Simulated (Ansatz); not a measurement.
Take SrO in the rock salt structure (space group Fm-3m, No. 225; a = 5.122 Å) as the base. Axes: x, y, z lie along the cube axes.

It is then changed as follows: uniaxial stress, 5 GPa compression along z, with the cell and atoms free to relax against it.

Level of theory: plane-wave PAW DFT at the PBEsol level (Ansatz, a quantum-chemistry and plane-wave program, 420 eV), no spin-orbit coupling.

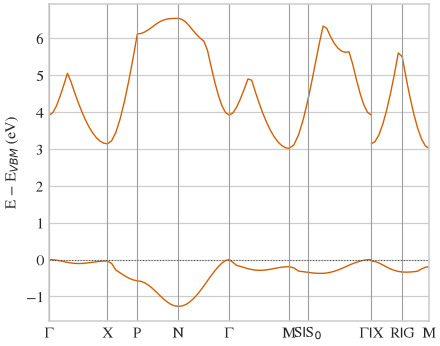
Figure. Highest valence and lowest conduction band along the path of the changed cell's own zone

Problem. Read the changed gap and its character from the plot.

Solution. About 3.0 eV, indirect, Γ → M.

Load acts through the strain it causes; cell and atoms are relaxed under it. Stability under load was not tested beyond the relaxation. Labels are those of the standard path for the cell's own space group.
